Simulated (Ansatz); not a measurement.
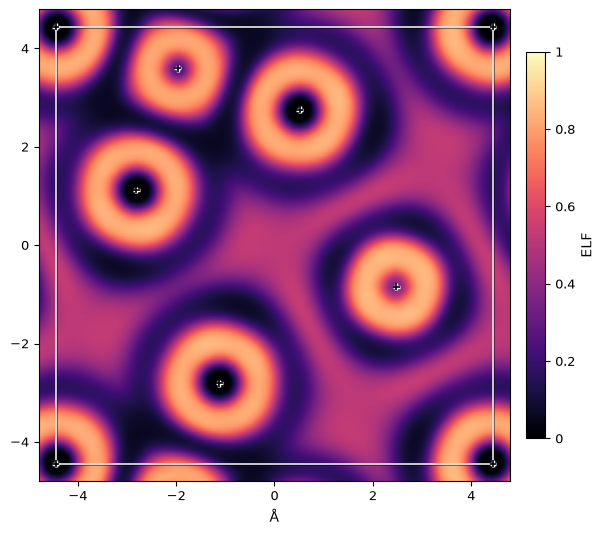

The electron localisation function on a plane through atoms (crosses mark nuclei in the plane).

Level of theory: Ansatz, DFT PBE, scalar-relativistic, plane waves, PAW.

Candidates:
A. La4YO, a = 8.89 Å, b = 8.89 Å, c = 4.74 Å, α = 90.00°, β = 90.00°, γ = 90.00°. Space group I4/m; a generated structure, not necessarily the stable one; changed on purpose from its base cell (volume × 1.03, shape and atoms relaxed); computed without spin polarisation.
B. Sr5AlO2, a = 3.87 Å, b = 3.87 Å, c = 14.45 Å, α = 90.00°, β = 90.00°, γ = 90.00°. Space group P4/mmm; a generated structure, not necessarily the stable one; computed without spin polarisation.
C. TaH, a = 3.56 Å, b = 4.87 Å, c = 4.92 Å, α = 90.00°, β = 90.00°, γ = 90.00°. Space group Cccm; a generated structure, not necessarily the stable one; changed on purpose from its base cell (volume × 1.03, shape and atoms relaxed); computed pressure about −6 GPa in this cell.

Question: Which candidate gave the map?

Answer: Candidate A: La4YO on the (001) plane of the conventional cell, which holds La, Y and O. La–O (2.62 Å): the ELF is about 0.15 at the midpoint (no localised pair shows between them).
